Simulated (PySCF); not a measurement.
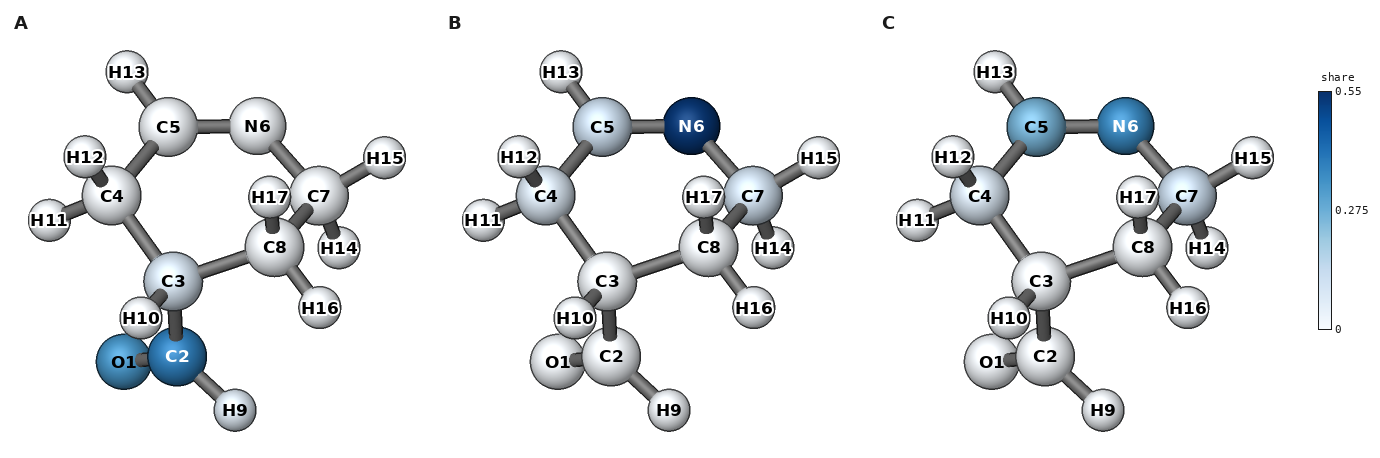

Each panel colours the atoms by their Löwdin share in one orbital (up to four of the largest shares; other atoms are shown as zero). The geometry was computed by an optimisation with GFN2-xTB. No frequency run is at hand to confirm it as a minimum. Computed with B3LYP/def2-SVPD (PySCF 2.14.0).

The panels show the HOMO−2, HOMO, LUMO, in some order. Which is which?

A: LUMO, −1.32 eV; C2 0.38, O1 0.34, C3 0.08, H9 0.05
B: HOMO, −6.68 eV; N6 0.54, C5 0.11, C7 0.10, C4 0.07
C: HOMO−2, −8.17 eV; N6 0.36, C5 0.26, C7 0.12, C4 0.07
